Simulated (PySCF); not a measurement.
Consider C3H9F3S2Si2.

The calculation's input:

```
{"job": {"kind": "nmr", "xc": "PBE0", "basis": "pcSseg-1"}, "charge": 0, "multiplicity": 1}
C     -2.913964    -1.423778    -0.732366
S     -1.709996    -0.417062    -1.635907
C     -1.190325     0.651996    -0.242777
S     -0.406528    -0.220154     1.142231
Si     1.411602    -1.104910     0.271937
Si     3.245732     0.279587     0.579066
C     -0.306405     1.747476    -0.797927
F      0.743587     1.281688    -1.493428
F      0.203404     2.530161     0.163667
F     -0.978807     2.560954    -1.622484
H     -2.440059    -1.809873     0.166188
H     -3.783874    -0.821811    -0.485895
H     -3.192494    -2.236996    -1.393330
H     -2.082710     1.125433     0.173931
H      0.967804    -1.462765    -1.071475
H      1.390884    -2.340380     1.056665
H      3.758687     0.130256     1.945218
H      2.980331     1.700319     0.359016
H      4.293327    -0.160891    -0.344300
```

Launched as:

```sh
OMP_NUM_THREADS=1 python probes_run.py task.json out
```

Geometry: GFN2-xTB.

All numbers below come from PBE0/pcSseg-1, SCF density, gas phase, non-relativistic (PySCF).

What can the converged electron density and electron localisation function tell about the bonding?

Answer. C–F (1.34 Å): ρ at the midpoint is about 2.4 e/Å³; the ELF peaks at about 0.85 between the atoms: a shared but strongly polarised pair.
C–C (1.51 Å): the density is about 1.8 e/Å³ at the midpoint; the ELF peaks at about 1 between the atoms, as expected for a covalent bond.
C–S (1.81 Å): the density is about 1.2 e/Å³ at the midpoint; the ELF peaks at about 0.90 between the atoms: a covalent bond.
C–H (1.08 Å): ρ at the midpoint is about 2 e/Å³; the ELF climbs to about 1 towards the hydrogen, as it does in any bond to H (a covalent bond by its length).

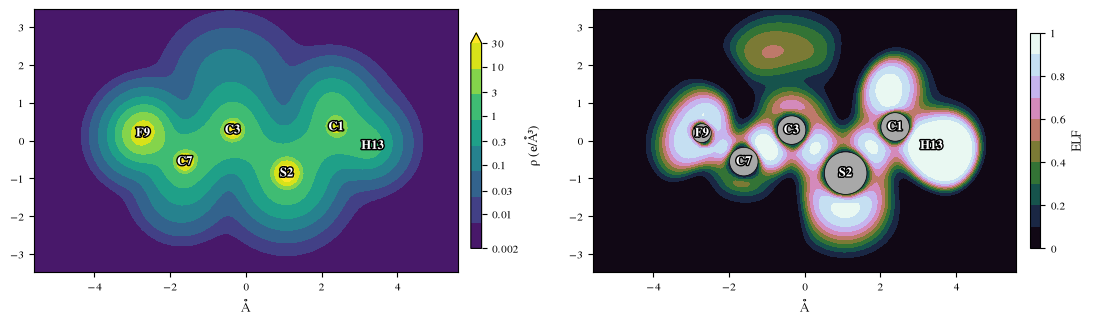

Computed electron density and electron localisation function on the plane of atoms C3, C7 and F9, in this order. Grey discs cover the atomic cores in the ELF map. 
